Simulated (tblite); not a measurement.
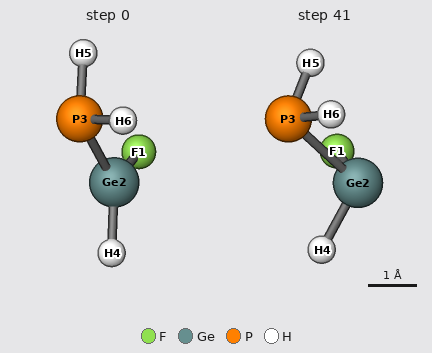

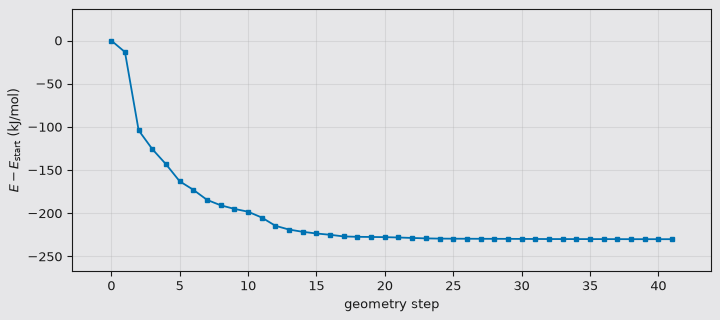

First and last geometry of a relaxation of GePH3F (multiplicity 2), with the history of the run. A ball-and-stick model, seen from a free direction.

Level of theory: GFN2-xTB geometry optimisation, gas phase in tblite 0.8.0. 

Question: Read the history and describe the run.

Answer: It converged. The largest move after the best rigid fit is that of Ge2, 0.63 Å. By element the largest moves are Ge 0.63 Å, F 0.39 Å, H 0.32 Å, P 0.15 Å. Some distances before and after: Ge2–P3 2.200 → 2.401 Å, Ge2–H4 1.499 → 1.622 Å, F1–Ge2 1.699 → 1.813 Å, P3–H5 1.471 → 1.391 Å. Among the angles between lasting bonds that change: F1–Ge2–H4 119.9° → 93.1°, F1–Ge2–P3 120.1° → 98.6°, Ge2–P3–H6 110.2° → 94.2°. The energy falls by 230.0 kJ/mol in 41 geometry steps.
